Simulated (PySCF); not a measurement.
Molecule: SMILES C1=CC=[C][SiH2]1 (C4H5Si), doublet. Atoms near the plane z = 0.0 Å, at the PBE0/def2-SVP optimised geometry (x, y, z in Å): C1 (1.0, -0.3, 0.0), Si5 (-0.9, -0.3, 0.0), H9 (-1.5, 1.1, 0.0).

Level of theory: unrestricted PBE0/def2-TZVP run with PySCF. Cells within 0.4 Å of a nucleus heavier than hydrogen are left out (blank, or x). The values are rescaled to run from 0 to 1.

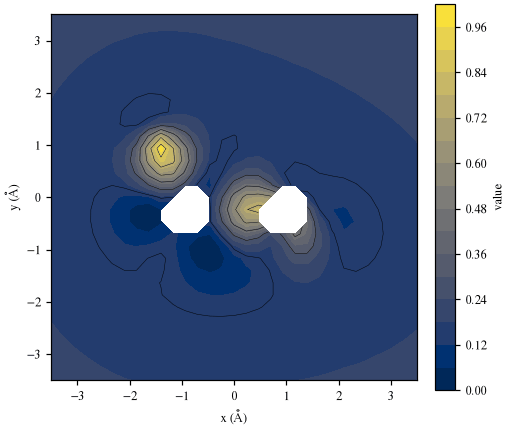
a field on the plane z = 0.0 Å.

Problem. Which quantity is mapped?
A) log10 of the electron density
B) an orbital amplitude
C) spin density
D) deformation density (molecule minus spherical neutral atoms)

Solution. D, deformation density (molecule minus spherical neutral atoms). In full: deformation density (molecule minus spherical neutral atoms) (e/bohr³).
